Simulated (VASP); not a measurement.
Band structure of TiS$_{2}$ (1T layered). All values below come from PBE GGA, VASP's PBE PAW potentials (set 64) (plane waves; VASP).

Without a dispersion term in the relaxation, distances and binding between the weakly bound layers, chains or molecules are unreliable, and so is what depends on them.

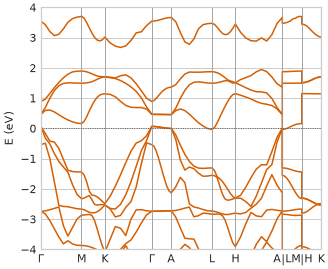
*Bands along high-symmetry lines, zero at the valence-band maximum or, without a gap, the Fermi level*

### Question
Read the plot: is there a gap, and where are the band edges?

### Answer
It has no gap at this level: it comes out as a metal or semimetal. (Edges off the drawn lines would not show.)

The compound is TiS2 in the 1T layered structure. It was relaxed first, which changed the volume by +8 %.
